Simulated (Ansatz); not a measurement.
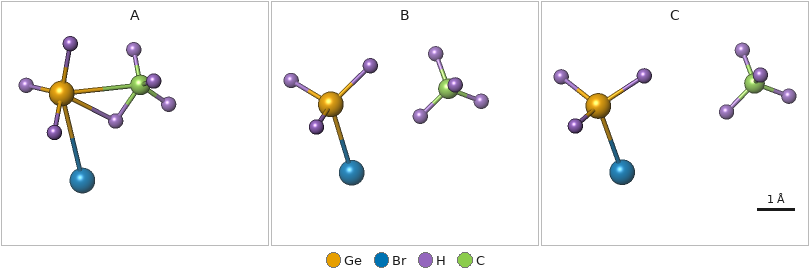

3 geometries from a converged minimum-energy path of CH$_{7}$BrGe, made up of GeH₃Br and CH4, shuffled. Style: ball-and-stick. Shown at a tilt.

These are results of RKS PBE0/def2-SVP in Ansatz 0.2.0, not measurements. Run with 7 movable images; climbing image; force threshold 0.05 eV/Å; iteration limit 60; starting path through a guess of the saddle point.

Which of them lies highest in energy?

Answer. A. In order along the path, whose images run from 0 to 8: C (image 0, 0.00 eV), B (image 2, +0.37 eV), A (image 4, +2.67 eV). Breaking: Br–Ge (2.32 → 4.21 Å), C–H (1.10 → 3.62 Å). Forming: Br–H (3.31 → 1.43 Å), C–Ge (4.53 → 1.95 Å).

Limits of the set-up: the start holds two separate molecules, 3.0 Å apart at their closest, whose relative position is a soft coordinate and is computed without a dispersion correction.
